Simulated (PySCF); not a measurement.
C$_{6}$H$_{12}$O

```csv
atom,x (Å),y (Å),z (Å)
O,2.8636,0.5431,0.3782
C,1.8710,-0.4342,0.5846
C,0.5838,-0.1533,-0.1873
C,-0.5046,-1.2025,0.0396
C,-1.7844,-0.5227,-0.4579
C,-1.5490,0.9917,-0.2888
C,-0.1159,1.1396,0.2364
H,3.0242,0.6223,-0.5688
H,2.2525,-1.4306,0.3113
H,1.6766,-0.4255,1.6599
H,0.8170,-0.1044,-1.2583
H,-0.5782,-1.4155,1.1073
H,-0.3031,-2.1378,-0.4812
H,-2.6571,-0.8625,0.0978
H,-1.9485,-0.7627,-1.5089
H,-2.2661,1.4359,0.4001
H,-1.6570,1.4996,-1.2474
H,-0.1142,1.2003,1.3256
H,0.3797,2.0285,-0.1496
```

Geometry: GFN2-xTB.

All numbers below come from CAM-B3LYP/pcSseg-1, SCF density, in a chloroform solvent model, non-relativistic in PySCF 2.14.0.

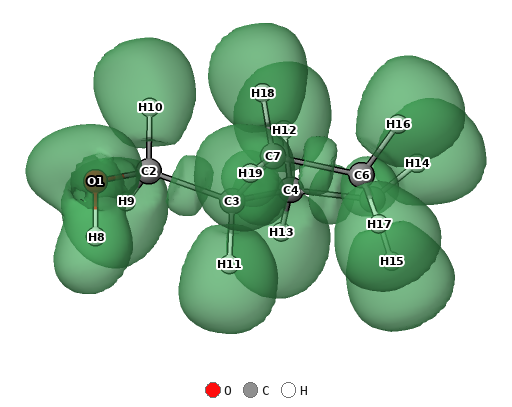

Figure 1. Isosurface of the electron localisation function at 0.75 (green), seen from one side. Core shells and regions of very low density are left out.

### Describe the localisation domains.

The surface consists of six regions between bonded C–C atoms (shared pairs), eleven regions around hydrogen nuclei and one joined region spread over several atoms (H, O), in which their bonds and any lone pairs are merged. Profiles from the grid: C–O (1.41 Å): the ELF peaks at about 0.90 between the atoms, as expected for a shared but strongly polarised pair. C–C (1.53 Å): the ELF peaks at about 0.95 between the atoms, as expected for localised, covalent bonding.

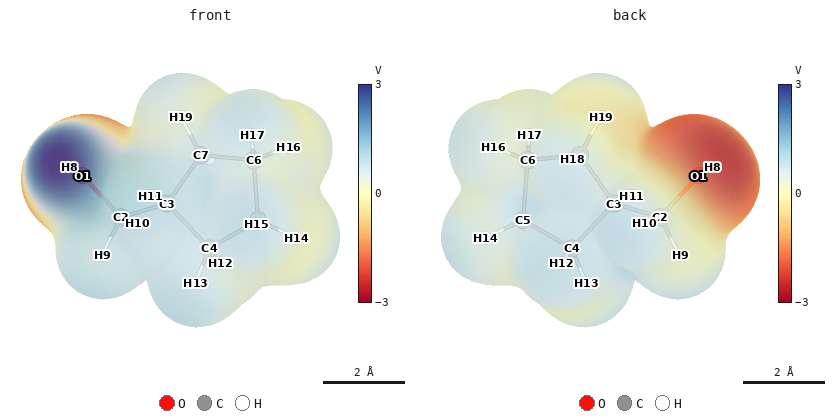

Figure 2. The molecular electrostatic potential painted on the density surface at 0.004 e/bohr³, seen from the front and from behind; the colour scale runs from red (negative) to blue (positive).

### Describe the electrostatic potential map.

The most negative region (about −2.2 V, or −51 kcal/mol for a unit charge) lies over O1, the most positive (about +2.9 V, or +67 kcal/mol for a unit charge) over H8. O1 is the likeliest acceptor of a hydrogen bond.

### How polar is the molecule by this calculation?

Its dipole moment is 2.03 D.
